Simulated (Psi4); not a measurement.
Process, species as SMILES: C#N (CH-N) + H+ → C#[NH+]
B3LYP-D3(BJ)/def2-TZVP geometries, fixed; electronic energies without zero-point terms; positive where energy is released.

Basis-set convergence of the proton affinity at PBE with Psi4. Cartesian d functions, on some or all atoms, in 6-31G**; all else is spherical. Density fitting with the program's default auxiliary sets. Psi4's default fitting sets serve the pcseg sets less well. The proton sits at the site shown, which need not be the one that binds it best. No added dispersion term, no relativity. Functions are those of the species that has most. Reference: the value in aug-cc-pVQZ, 175.58 kcal/mol, itself unsure by roughly 0.02 kcal/mol (its mean distance from cc-pV5Z, def2-QZVPPD, def2-QZVPP). Deviations are taken from unrounded values.

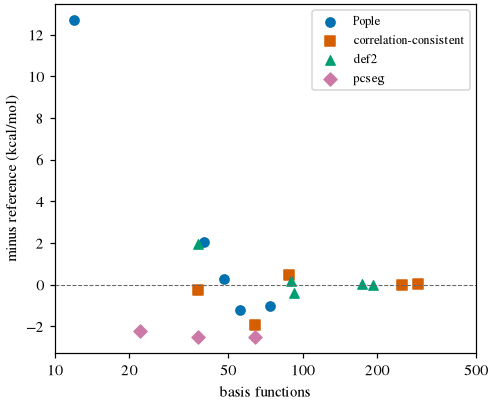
*Deviation from the reference against the number of basis functions, by family of sets.*

```
basis            functions  proton affinity (kcal/mol)  minus reference (kcal/mol)
---------------  ---------  --------------------------  --------------------------
STO-3G                  12                      188.29                       12.71
pcseg-0                 22                      173.33                       -2.24
cc-pVDZ                 38                      175.32                       -0.25
def2-SVP                38                      177.54                        1.96
pcseg-1                 38                      173.05                       -2.53
6-31G**                 40                      177.63                        2.05
6-311G**                48                      175.86                        0.28
6-311+G**               56                      174.36                       -1.22
aug-cc-pVDZ             64                      173.61                       -1.97
aug-pcseg-1             64                      173.08                       -2.50
6-311++G(2d,2p)         74                      174.55                       -1.03
cc-pVTZ                 88                      176.02                        0.44
def2-TZVPP              90                      175.74                        0.16
def2-TZVPD              92                      175.16                       -0.42
def2-QZVPP             174                      175.61                        0.04
def2-QZVPPD            192                      175.58                        0.00
aug-cc-pVQZ            252                      175.58                        0.00
cc-pV5Z                292                      175.61                        0.03
```
